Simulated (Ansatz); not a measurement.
# Convergence study of the plane-wave cutoff for SnSe (I4mm, 2 atoms in the cell)

```xyz
2
Lattice="0.0000 3.0014 3.0014 3.0014 0.0000 3.0014 3.0014 3.0014 0.0000" Properties=species:S:1:pos:R:3 pbc="T T T"
Sn     0.0000     0.0000     0.0500
Se     3.0014     3.0014     3.0014
```

Computed with LDA (PW92), default PAW files made with PBE (plane waves; Ansatz, a first-principles code).

Base settings: basis.ecutwfc = 420 eV; kpoints.mp_grid.grid = 7 7 7; hamiltonian.xc = lda; hamiltonian.pseudopotentials = {kind: paw} (the program's default PAW files); scf.occupations.method = fermi_dirac; scf.occupations.width = 0.136 eV.

The second cell is the first with its lattice scaled by 0.98.

The mesh stays at the base's, so the ladder's end is converged at best in this setting alone.

The first pressure column holds Ansatz's estimate of the finite-basis (Pulay) stress, which hides part of the cutoff error; the other is without it.

Only quantities that move along the ladder and can be compared are tabulated.

The count of work is k-points × plane waves × bands × iterations; it is no time. 

The starting cell comes from a database of computed structures (which also holds hypothetical and non-ambient phases and stackings), without a prior relaxation at this level. Its lattice was rescaled by up to half a per cent. One atom was moved a little off its site on purpose.

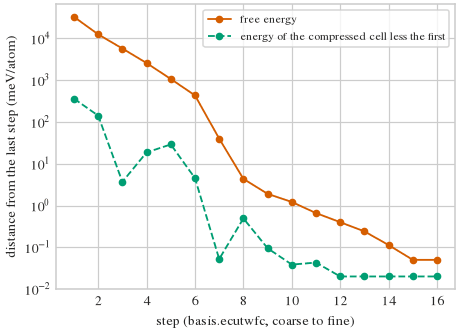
Figure: Distance from the last step along the ladder; very small values are drawn at a floor.

```csv
basis.ecutwfc,free energy less the last step's (meV/atom),energy of the compressed cell less the first (meV/atom),pressure (GPa),pressure without the Pulay estimate (GPa),largest difference of a force vector from the last step's (eV/Å),count of work / last
145 eV,33031.59,348.94,5.72,-727.83,0.969,0.063
170 eV,12548.62,128.23,1.11,-330.44,0.217,0.098
190 eV,5755.04,-10.20,-4.62,-174.58,0.067,0.11
210 eV,2581.71,4.80,-1.09,-91.65,0.024,0.10
230 eV,1072.19,15.15,-2.97,-46.19,0.032,0.12
250 eV,432.88,-9.36,-2.83,-23.41,0.002,0.16
295 eV,39.97,-13.83,-2.86,-5.53,0.004,0.16
335 eV,4.34,-13.39,-2.90,-3.14,0.001,0.20
380 eV,1.90,-13.79,-2.92,-2.95,0.000,0.25
420 eV,1.22,-13.84,-2.93,-2.96,0.000,0.28
460 eV,0.66,-13.84,-2.93,-2.95,0.000,0.32
505 eV,0.40,-13.87,-2.93,-2.94,0.000,0.37
565 eV,0.24,-13.87,-2.93,-2.94,0.000,0.43
630 eV,0.11,-13.88,-2.93,-2.94,0.000,0.50
735 eV,0.04,-13.88,-2.93,-2.93,0.000,0.64
840 eV,0.01,-13.88,-2.93,-2.93,0.000,0.77
1010 eV,0.00,-13.88,-2.93,-2.93,0.000,1.0
```

Coarsest basis.ecutwfc that holds the pressure without the Pulay estimate within 1 GPa of the last step, with all finer ones: 335 eV, at 0.20 of the last step's count of work; the step before is off by 2.6 GPa.

Coarsest basis.ecutwfc that holds the pressure within 0.2 GPa of the last step, with all finer ones: 230 eV, at 0.12 of the last step's count of work; the step before is off by 1.8 GPa.

Coarsest basis.ecutwfc that holds the free energy within 1 meV/atom of the last step, with all finer ones: 460 eV, at 0.32 of the last step's count of work; the step before is off by 1.2 meV/atom.

The energy difference between the two cells stays within 1 meV/atom of the last step's from 295 eV on, the total only from 460 eV on: much of the error is common to both cells and cancels.

At the lowest cutoff the pressure without the Pulay estimate lies 725 GPa under the last step's, the usual sign of Pulay stress in an incomplete plane-wave basis.

Keys are those of Ansatz 0.2.
